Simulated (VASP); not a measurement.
Band structure of HgS (relaxed from the rock salt structure, space group Fm-3m). Method: PBEsol GGA, VASP's PBE PAW potentials (set 64) (plane waves; VASP 6.6.1).

Unless said otherwise, spin-orbit coupling is left out, though it shifts the bands of the heavy elements here.

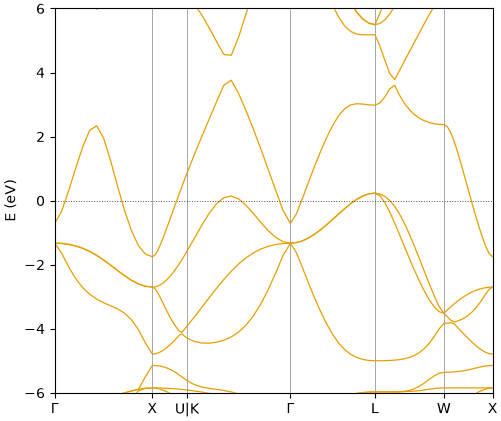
Fig. 1. Bands along high-symmetry lines, zero at the valence-band maximum or, without a gap, the Fermi level

Question: Read the plot: is there a gap, and where are the band edges?

Answer: It has no gap at this level: it comes out as a metal or semimetal. (Edges off the drawn lines would not show.)

The structure was generated: HgS was put into the rock salt type (Fm-3m), which need not be its known phase. It was relaxed first, which changed the volume by +22 %.
